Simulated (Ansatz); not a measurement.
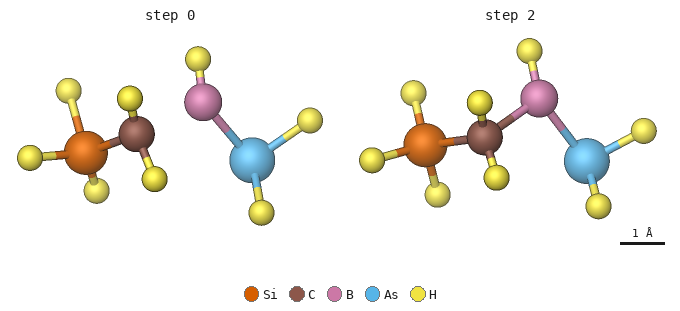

The structure of CH₈AsBSi (multiplicity 3) before (left) and after (right) a relaxation, at one scale.

A ball-and-stick model, seen face on.

All numbers below come from UKS LC-wPBE/pcseg-2 (Ansatz).

The input:
```yaml
crystal:
  periodic: [false, false, false]
  atoms:
    - {symbol: Si, position_ang: [-0.990533, 1.463313, -0.111793]}
    - {symbol: C, position_ang: [-0.046095, 0.501433, 0.969432]}
    - {symbol: B, position_ang: [1.201464, -0.513703, -0.200964]}
    - {symbol: As, position_ang: [0.400196, -2.034640, -1.252059]}
    - {symbol: H, position_ang: [-1.732593, 0.931822, -1.018720]}
    - {symbol: H, position_ang: [-1.588480, 2.531836, 0.761630]}
    - {symbol: H, position_ang: [0.094940, 2.480757, -1.025217]}
    - {symbol: H, position_ang: [-0.794937, -0.335333, 1.384684]}
    - {symbol: H, position_ang: [0.664349, 0.948461, 1.532768]}
    - {symbol: H, position_ang: [2.045659, 0.017067, -0.355348]}
    - {symbol: H, position_ang: [-0.543294, -2.813768, -0.011579]}
    - {symbol: H, position_ang: [1.809398, -2.884789, -0.960687]}
basis:
  gaussian: {orbitals: pcseg-2, nuclear_model: gaussian}
magnetization: {spin_polarized: true, initial_magnetization: 2}
hamiltonian: {xc: {name: LC-wPBE}}
relax: {f_tol: 0.0001, max_steps: 3}
output: {forces: true}
```

Run as
```bash
ansatz run in.yaml --threads 4 --pin off --events-out ev --progress --plain --max-ram 10444MiB
```

Q: What changed between the two?

A: The relaxation stopped without meeting its thresholds, so the last structure isn't shown to be converged. The input was poor on purpose: steps. The energy falls by 78.3 kcal/mol in 2 geometry steps. The largest force component goes from 6.9 to 2 eV/Å. The atom that moves furthest after the best rigid fit is H10 (0.32 Å). By element the largest moves are H 0.32 Å, As 0.21 Å, C 0.21 Å, Si 0.20 Å, B 0.16 Å. Some distances before and after: C2–As4 3.401 → 3.012 Å, Si1–H7 1.746 → 1.456 Å, As4–H11 1.742 → 1.495 Å, C2–B3 1.989 → 1.776 Å. Among the angles between lasting bonds that change: H8–C2–H9 123.7° → 110.5°, C2–Si1–H5 121.8° → 109.7°, H5–Si1–H6 118.3° → 107.3°.
